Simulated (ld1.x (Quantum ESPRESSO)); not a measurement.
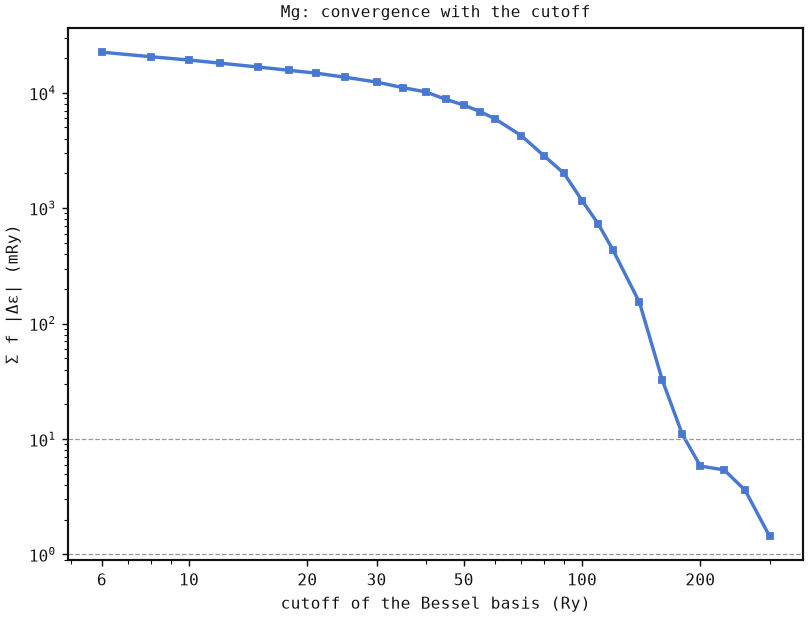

**Figure 1.** The pseudo-atom Hamiltonian at the reference potential is diagonalised in spherical Bessel functions (20 bohr box) up to the cutoff. Curve: occupation-weighted sum of the valence levels' distances from their values at 400 Ry.

- Error at 300 Ry: about 1.4 mRy.
- Cutoffs for 10 and 1 mRy in the occupation-weighted sum of levels: 200 Ry and over 300 Ry, on the ladder of cutoffs that was run.

## Mg: pseudopotential generation (part 1 of 2)

- system: magnesium (Mg, Z = 12), core [He], reference valence 2s2 2p6 3s2 3p0, valence charge 10.
- method: TM semilocal potential, LDA (PZ), non-relativistic, made with ld1.x (Quantum ESPRESSO) 7.5

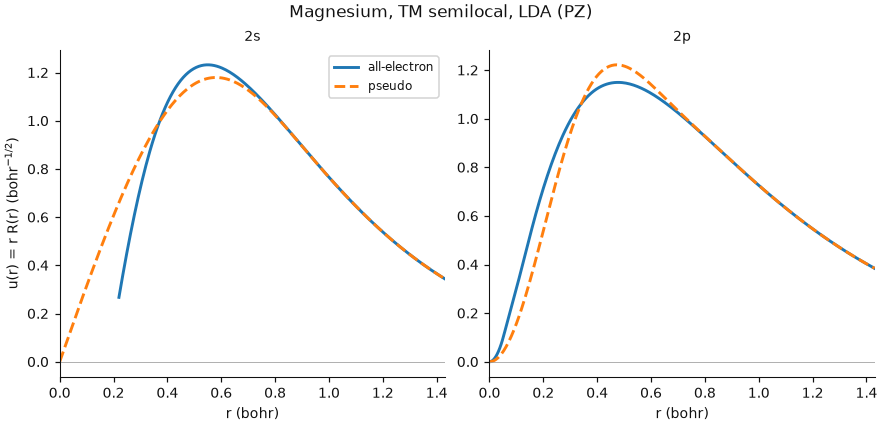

**Figure 2.** All-electron valence functions (solid) with their pseudo partners (dashed). The innermost oscillations of some all-electron curves aren't drawn. Reference configuration 2s2 2p6 3s2 3p0.

- Matching radii: 2s at 1.00 bohr; 2p at 0.90 bohr. The curves merge smoothly, so the plot gives these only roughly.
- Nodes of the pseudo-waves: 2s has no node; 2p has no node.

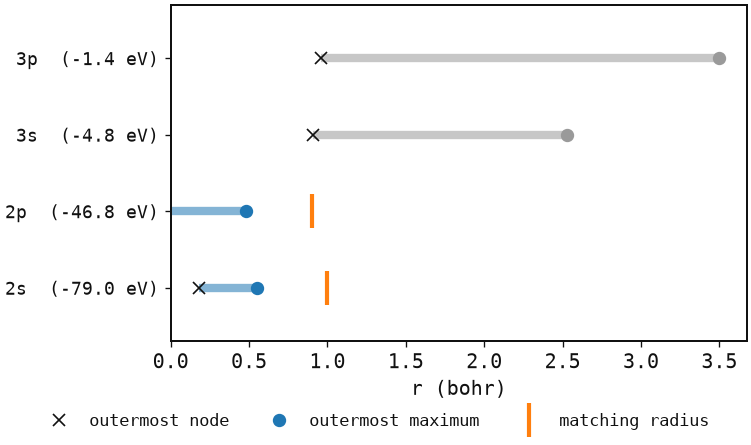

**Figure 3.** Outer shells of the all-electron reference atom: each bar runs from the outermost node (or the nucleus) to the outermost maximum of u(r); the tick is the radius chosen for the pseudo-wave. Shells without a tick have no pseudo-wave of their own. Levels, nodes and maxima are from ld1.x, non-relativistic.

- Radii against the shells: 2s: 1.00 bohr, outside the maximum; 2p: 0.90 bohr, outside the maximum.

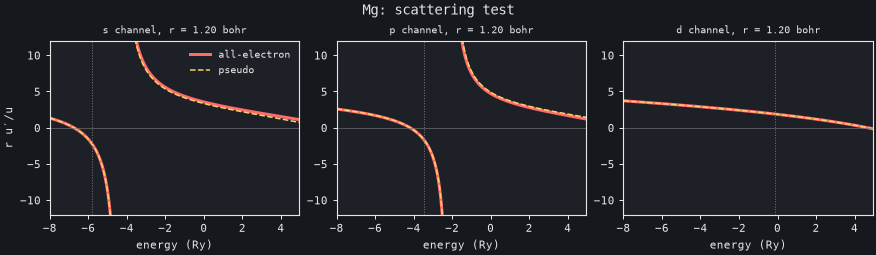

**Figure 4.** Logarithmic derivatives r u′/u at the test radius against energy, all-electron atom (solid) and pseudo-atom (dashed). Here u = r R(r). The dotted line marks the reference energy of the channel.

- Ghost states: the plot shows none: pseudo and all-electron curves have the same branches in all channels drawn. The separate test gives: no ghost state below the valence levels in the s, p, d channels.
- Poles, where the radial function vanishes at the test radius: s: all-electron at -4.3 Ry, pseudo at -4.3 Ry; p: all-electron at -2.1 Ry, pseudo at -2.1 Ry; d: all-electron at no energy in the range, pseudo at no energy in the range.
- Zeros of the logarithmic derivative: s: all-electron -6.8 Ry, pseudo -6.8 Ry; p: all-electron -4.2 Ry, pseudo -4.2 Ry; d: all-electron 4.7 Ry, pseudo 4.7 Ry.

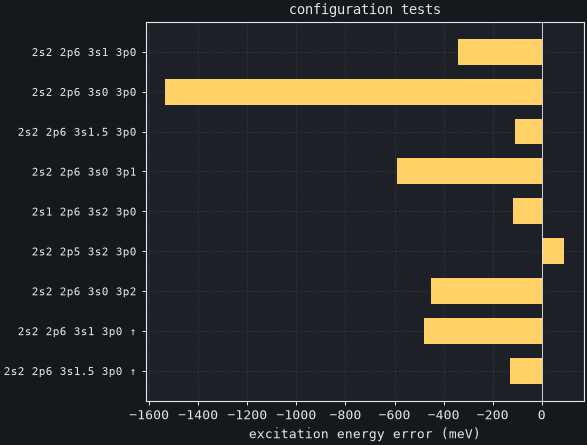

**Figure 5.** Errors, all-electron minus pseudo, of the energies of valence configurations relative to the unpolarised reference 2s2 2p6 3s2 3p0. An arrow marks spin-polarised runs filled by Hund’s rule.

- Worst configuration: 2s2 2p6 3s0 3p0 (charge +2): the error is -1534 meV on an all-electron energy of +23.09 eV relative to the reference, or 6.6 %.
- Configurations within 10 meV and within 50 meV: 0 and 0 of 9.
- Errors in meV: 2s2 2p6 3s1 3p0: -341; 2s2 2p6 3s0 3p0: -1534; 2s2 2p6 3s1.5 3p0: -109; 2s2 2p6 3s0 3p1: -589; 2s1 2p6 3s2 3p0: -117; 2s2 2p5 3s2 3p0: +92; 2s2 2p6 3s0 3p2: -450; 2s2 2p6 3s1 3p0 ↑: -482; 2s2 2p6 3s1.5 3p0 ↑: -127.

These pictures come from the run below.

### The input
```
 &input
   title='Mg', zed=12., rel=0, dft='PZ', iswitch=3,
   config='[Ne] 3s2 3p0 3d-2',
   nld=3, rlderiv=1.20, eminld=-8.0, emaxld=5.0, deld=0.04
 /
 &inputp
   pseudotype=1, tm=.true., lloc=2,
   nlcc=.true., rcore=0.70,
   file_pseudopw='Mg.pp', file_wfcaegen='ae.wfc', file_wfcncgen='nc.wfc'
 /
3
2S  1  0   2.00   0.00  1.00  1.00  0.0
2P  2  1   6.00   0.00  0.90  0.90  0.0
3D  3  2  -2.00  -0.15  1.10  1.10  0.0
 &test
   configts(1)='2s2 2p6 3s2 3p0'
 /
```

### Input of the test run
```
 &input
   title='Mg', zed=12., rel=0, dft='PZ', iswitch=2,
   config='[Ne] 3s2 3p0 3d-2'
 /
 &test
   file_pseudo='Mg.pp', nconf=10,
   configts(1)='2s2 2p6 3s2 3p0',
   configts(2)='2s2 2p6 3s1 3p0',
   configts(3)='2s2 2p6 3s0 3p0',
   configts(4)='2s2 2p6 3s1.5 3p0',
   configts(5)='2s2 2p6 3s0 3p1',
   configts(6)='2s1 2p6 3s2 3p0',
   configts(7)='2s2 2p5 3s2 3p0',
   configts(8)='2s2 2p6 3s0 3p2',
   configts(9)='2s2 2p6 3s1 3p0', lsdts(9)=1,
   configts(10)='2s2 2p6 3s1.5 3p0', lsdts(10)=1
 /
```

Run as:
```bash
ld1.x < Mg.in > Mg.out
```

### Log
```
     Program LD1 v.7.5
     --------------------------- All-electron run ----------------------------

     Mg

     atomic number is 12.00
     dft =PZ   lsd =0 sic =0 latt =0  beta=0.20 tr2=1.0E-14
     Exchange-correlation= PZ
                           (   1   1   0   0   0   0   0)
     mesh =1129 r(mesh) = 100.99726 a.u. xmin = -7.00 dx = 0.01250
     1 Ry =  13.60569312 eV

     n l     nl                  e(Ry)          e(Ha)          e(eV)
     1 0     1S 1( 2.00)       -91.9464       -45.9732     -1250.9939
     2 0     2S 1( 2.00)        -5.8060        -2.9030       -78.9944
     2 1     2P 1( 6.00)        -3.4365        -1.7183       -46.7562
     3 0     3S 1( 2.00)        -0.3513        -0.1757        -4.7803
     3 1     3P 1( 0.00)        -0.1018        -0.0509        -1.3845

     final scf error:  7.9E-15 reached in  27 iterations

     Etot =    -398.265417 Ry,    -199.132708 Ha,   -5418.677041 eV

     Ekin =     397.082304 Ry,     198.541152 Ha,    5402.579973 eV
     Encl =    -955.794817 Ry,    -477.897408 Ha,  -13004.250967 eV
     Eh   =     191.343422 Ry,      95.671711 Ha,    2603.359876 eV
     Exc  =     -30.896325 Ry,     -15.448163 Ha,    -420.365923 eV

     normalization and overlap integrals

     s(1S/1S) =  1.000000  <r> =   0.1314  <r2> =    0.0233  r(max) =   0.0854
     s(2S/2S) =  1.000000  <r> =   0.7026  <r2> =    0.5951  r(max) =   0.5502
     s(2P/2P) =  1.000000  <r> =   0.6911  <r2> =    0.6150  r(max) =   0.4796
     s(3S/3S) =  1.000000  <r> =   3.1356  <r2> =   11.5562  r(max) =   2.5284
     s(3P/3P) =  1.000000  <r> =   4.5192  <r2> =   24.6017  r(max) =   3.4994

     ------------------------ End of All-electron run ------------------------

     --------------------- Generating NC pseudopotential ---------------------

      Generating local pot.: lloc=2, matching radius rcloc =   1.1000

      Computing core charge for nlcc:

       r > 0.71 : true rho core
       r < 0.71 : rho core = a sin(br)/r    a=   0.18  b=   3.93

      Integrated core pseudo-charge :   1.99

      Wfc   2S  rcut= 0.990  Using Troullier-Martins method

      Wfc   2P  rcut= 0.896  Using Troullier-Martins method

     ------------------- End of pseudopotential generation -------------------

     --------------------------- All-electron run ----------------------------

     Mg

     atomic number is 12.00
     dft =PZ   lsd =0 sic =0 latt =0  beta=0.20 tr2=1.0E-14
     Exchange-correlation= PZ
                           (   1   1   0   0   0   0   0)
     mesh =1129 r(mesh) = 100.99726 a.u. xmin = -7.00 dx = 0.01250
     1 Ry =  13.60569312 eV

     n l     nl                  e(Ry)          e(Ha)          e(eV)
     1 0     1S 1( 2.00)       -91.9464       -45.9732     -1250.9939
     2 0     2S 1( 2.00)        -5.8060        -2.9030       -78.9944
     2 1     2P 1( 6.00)        -3.4365        -1.7183       -46.7562
     3 0     3S 1( 2.00)        -0.3513        -0.1757        -4.7803
     3 1     3P 1( 0.00)        -0.1018        -0.0509        -1.3845

     final scf error:  7.9E-15 reached in  27 iterations

     Etot =    -398.265417 Ry,    -199.132708 Ha,   -5418.677041 eV

     Ekin =     397.082304 Ry,     198.541152 Ha,    5402.579973 eV
     Encl =    -955.794817 Ry,    -477.897408 Ha,  -13004.250967 eV
     Eh   =     191.343422 Ry,      95.671711 Ha,    2603.359876 eV
     Exc  =     -30.896325 Ry,     -15.448163 Ha,    -420.365923 eV

     normalization and overlap integrals

     s(1S/1S) =  1.000000  <r> =   0.1314  <r2> =    0.0233  r(max) =   0.0854
     s(2S/2S) =  1.000000  <r> =   0.7026  <r2> =    0.5951  r(max) =   0.5502
     s(2P/2P) =  1.000000  <r> =   0.6911  <r2> =    0.6150  r(max) =   0.4796
     s(3S/3S) =  1.000000  <r> =   3.1356  <r2> =   11.5562  r(max) =   2.5284
     s(3P/3P) =  1.000000  <r> =   4.5192  <r2> =   24.6017  r(max) =   3.4994

     ------------------------ End of All-electron run ------------------------

     Computing logarithmic derivative in   1.20185
     Computing logarithmic derivative in   1.20185
     Computing the partial wave expansion
     R is outside the sphere for l=    0 j= 0.00
     R is outside the sphere for l=    1 j= 0.00
       no projector for channel:   2

     ---------------------- Testing the pseudopotential ----------------------

     Mg

     atomic number is 12.00   valence charge is 10.00
     dft =PZ   lsd =0 sic =0 latt =0  beta=0.20 tr2=1.0E-14
     mesh =1129 r(mesh) = 100.99726 xmin = -7.00 dx = 0.01250

     n l     nl             e AE (Ry)        e PS (Ry)    De AE-PS (Ry)
     1 0     2S   1( 2.00)       -5.80598       -5.80598       -0.00000
     2 1     2P   1( 6.00)       -3.43652       -3.43652       -0.00000
     2 0     3S   1( 2.00)       -0.35134       -0.35990        0.00856  !
     3 1     3P   1( 0.00)       -0.10176       -0.10037       -0.00139

     eps = 5.1E-15  iter = 12

     Etot =    -398.265417 Ry,    -199.132708 Ha,   -5418.677041 eV
     Etotps =  -126.643226 Ry,     -63.321613 Ha,   -1723.068875 eV

     Ekin =      91.520376 Ry,      45.760188 Ha,    1245.198156 eV
     Encl =    -276.027029 Ry,    -138.013514 Ha,   -3755.539043 eV
     Ehrt =      98.042005 Ry,      49.021003 Ha,    1333.929436 eV
     Ecxc =     -17.451254 Ry,      -8.725627 Ha,    -237.436411 eV
     (Ecc =      -0.631433 Ry,      -0.315717 Ha,      -8.591086 eV)
     Epseu=     -22.727325 Ry,     -11.363663 Ha,    -309.221012 eV

     ---------------------- End of pseudopotential test ----------------------
```

### Output of the test run (extracts)
```
     ---------------------- Testing the pseudopotential ----------------------

     Mg

     atomic number is 12.00   valence charge is 10.00
     dft =PZ   lsd =0 sic =0 latt =0  beta=0.20 tr2=1.0E-14
     mesh =1129 r(mesh) = 100.99726 xmin = -7.00 dx = 0.01250

     n l     nl             e AE (Ry)        e PS (Ry)    De AE-PS (Ry)
     1 0     2S   1( 2.00)       -5.80598       -5.80598        0.00000
     2 1     2P   1( 6.00)       -3.43652       -3.43652       -0.00000
     2 0     3S   1( 2.00)       -0.35134       -0.35990        0.00856  !
     3 1     3P   1( 0.00)       -0.10176       -0.10037       -0.00139

     eps = 7.7E-16  iter = 18

     Etot =    -398.265417 Ry,    -199.132708 Ha,   -5418.677041 eV
     Etotps =  -126.643228 Ry,     -63.321614 Ha,   -1723.068894 eV

     Ekin =      91.235257 Ry,      45.617629 Ha,    1241.318915 eV
     Encl =    -276.027029 Ry,    -138.013515 Ha,   -3755.539053 eV
     Ehrt =      98.042006 Ry,      49.021003 Ha,    1333.929442 eV
     Ecxc =     -17.451254 Ry,      -8.725627 Ha,    -237.436412 eV
     (Ecc =      -0.631433 Ry,      -0.315717 Ha,      -8.591086 eV)
     Epseu=     -22.442207 Ry,     -11.221104 Ha,    -305.341786 eV

     ---------------------- End of pseudopotential test ----------------------

     ---------------------- Testing the pseudopotential ----------------------

     Mg

     atomic number is 12.00   valence charge is 10.00
     dft =PZ   lsd =0 sic =0 latt =0  beta=0.20 tr2=1.0E-14
     mesh =1129 r(mesh) = 100.99726 xmin = -7.00 dx = 0.01250

     n l     nl             e AE (Ry)        e PS (Ry)    De AE-PS (Ry)
     1 0     2S   1( 2.00)       -6.47485       -6.49295        0.01810  !
     2 1     2P   1( 6.00)       -4.10440       -4.12272        0.01832  !
     2 0     3S   1( 1.00)       -0.84591       -0.89136        0.04545  !
     3 1     3P   1( 0.00)       -0.52690       -0.55910        0.03220  !

     eps = 1.6E-15  iter = 17

     Etot =    -397.672908 Ry,    -198.836454 Ha,   -5410.615556 eV
     Etotps =  -126.025670 Ry,     -63.012835 Ha,   -1714.666593 eV
     dEtot_ae =       0.592508 Ry
     dEtot_ps =       0.617558 Ry,   Delta E=      -0.025050 Ry

     Ekin =      91.019179 Ry,      45.509590 Ha,    1238.379023 eV
     Encl =    -269.141901 Ry,    -134.570950 Ha,   -3661.862107 eV
     Ehrt =      91.685715 Ry,      45.842857 Ha,    1247.447700 eV
     Ecxc =     -16.959935 Ry,      -8.479968 Ha,    -230.751676 eV
     (Ecc =      -0.631433 Ry,      -0.315717 Ha,      -8.591086 eV)
     Epseu=     -22.628728 Ry,     -11.314364 Ha,    -307.879532 eV

     ---------------------- End of pseudopotential test ----------------------

     ---------------------- Testing the pseudopotential ----------------------

     Mg

     atomic number is 12.00   valence charge is 10.00
     dft =PZ   lsd =0 sic =0 latt =0  beta=0.20 tr2=1.0E-14
     mesh =1129 r(mesh) = 100.99726 xmin = -7.00 dx = 0.01250

     n l     nl             e AE (Ry)        e PS (Ry)    De AE-PS (Ry)
     1 0     2S   1( 2.00)       -7.28572       -7.32427        0.03855  !
     2 1     2P   1( 6.00)       -4.91280       -4.95263        0.03984  !
     2 0     3S   1( 0.00)       -1.31514       -1.50307        0.18793  !
     3 1     3P   1( 0.00)       -0.92632       -1.11037        0.18405  !

     eps = 1.1E-15  iter = 12

     Etot =    -396.568689 Ry,    -198.284345 Ha,   -5395.591886 eV
     Etotps =  -124.833777 Ry,     -62.416889 Ha,   -1698.450064 eV
     dEtot_ae =       1.696728 Ry
     dEtot_ps =       1.809451 Ry,   Delta E=      -0.112723 Ry

     Ekin =      90.616401 Ry,      45.308200 Ha,    1232.898942 eV
     Encl =    -260.739066 Ry,    -130.369533 Ha,   -3547.535724 eV
     Ehrt =      84.673288 Ry,      42.336644 Ha,    1152.038767 eV
     Ecxc =     -16.403476 Ry,      -8.201738 Ha,    -223.180656 eV
     (Ecc =      -0.631433 Ry,      -0.315717 Ha,      -8.591086 eV)
     Epseu=     -22.980924 Ry,     -11.490462 Ha,    -312.671394 eV

     ---------------------- End of pseudopotential test ----------------------

     ---------------------- Testing the pseudopotential ----------------------

     Mg

     atomic number is 12.00   valence charge is 10.00
     dft =PZ   lsd =0 sic =0 latt =0  beta=0.20 tr2=1.0E-14
     mesh =1129 r(mesh) = 100.99726 xmin = -7.00 dx = 0.01250

     n l     nl             e AE (Ry)        e PS (Ry)    De AE-PS (Ry)
     1 0     2S   1( 2.00)       -6.12021       -6.12920        0.00899  !
     2 1     2P   1( 6.00)       -3.75037       -3.75942        0.00905  !
     2 0     3S   1( 1.50)       -0.58943       -0.61353        0.02410  !
     3 1     3P   1( 0.00)       -0.30294       -0.31534        0.01239  !

     eps = 4.5E-15  iter = 18

     Etot =    -398.031151 Ry,    -199.015575 Ha,   -5415.489692 eV
     Etotps =  -126.400978 Ry,     -63.200489 Ha,   -1719.772915 eV
     dEtot_ae =       0.234266 Ry
     dEtot_ps =       0.242250 Ry,   Delta E=      -0.007984 Ry

     Ekin =      91.150177 Ry,      45.575089 Ha,    1240.161343 eV
     Encl =    -272.795049 Ry,    -136.397525 Ha,   -3711.565725 eV
     Ehrt =      94.977904 Ry,      47.488952 Ha,    1292.240218 eV
     Ecxc =     -17.217467 Ry,      -8.608733 Ha,    -234.255567 eV
     (Ecc =      -0.631433 Ry,      -0.315717 Ha,      -8.591086 eV)
     Epseu=     -22.516544 Ry,     -11.258272 Ha,    -306.353186 eV

     ---------------------- End of pseudopotential test ----------------------

     ---------------------- Testing the pseudopotential ----------------------

     Mg

     atomic number is 12.00   valence charge is 10.00
     dft =PZ   lsd =0 sic =0 latt =0  beta=0.20 tr2=1.0E-14
     mesh =1129 r(mesh) = 100.99726 xmin = -7.00 dx = 0.01250

     n l     nl             e AE (Ry)        e PS (Ry)    De AE-PS (Ry)
     1 0     2S   1( 2.00)       -6.60546       -6.63094        0.02547  !
     2 1     2P   1( 6.00)       -4.23330       -4.26001        0.02671  !
     2 0     3S   1( 0.00)       -0.90250       -0.95339        0.05089  !
     3 1     3P   1( 1.00)       -0.57893       -0.60728        0.02836  !

     eps = 2.3E-15  iter = 14

     Etot =    -397.351894 Ry,    -198.675947 Ha,   -5406.247936 eV
     Etotps =  -125.686414 Ry,     -62.843207 Ha,   -1710.050773 eV
     dEtot_ae =       0.913522 Ry
     dEtot_ps =       0.956814 Ry,   Delta E=      -0.043292 Ry

     Ekin =      91.266329 Ry,      45.633164 Ha,    1241.741664 eV
     Encl =    -267.714810 Ry,    -133.857405 Ha,   -3642.445553 eV
     Ehrt =      90.508389 Ry,      45.254195 Ha,    1231.429372 eV
     Ecxc =     -16.864755 Ry,      -8.432378 Ha,    -229.456685 eV
     (Ecc =      -0.631433 Ry,      -0.315717 Ha,      -8.591086 eV)
     Epseu=     -22.881567 Ry,     -11.440783 Ha,    -311.319572 eV

     ---------------------- End of pseudopotential test ----------------------
```

(Continued in part 2.) Outcome of the run: generated.
